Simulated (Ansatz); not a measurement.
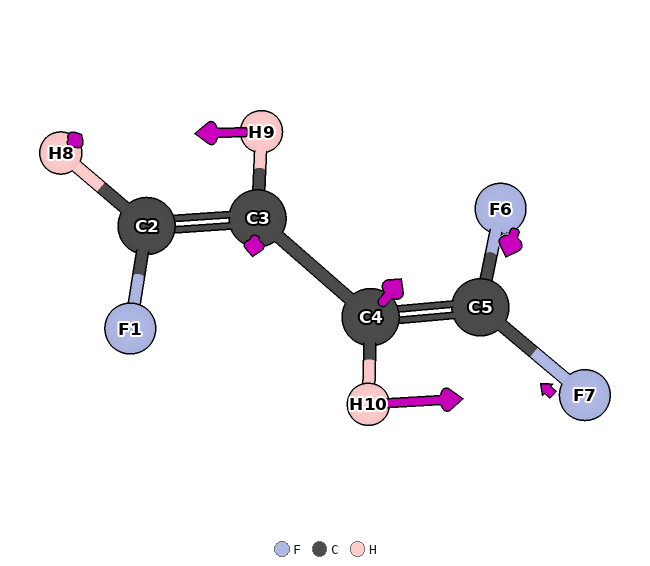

The arrows show one normal mode. Harmonic vibrations computed with RKS PBE0-D4/def2-TZVP (Ansatz 0.2.0) at a stationary point of the same level.

At what wavenumber does it lie?

961 cm⁻¹; it is mode 13 of 24 counted from the lowest.
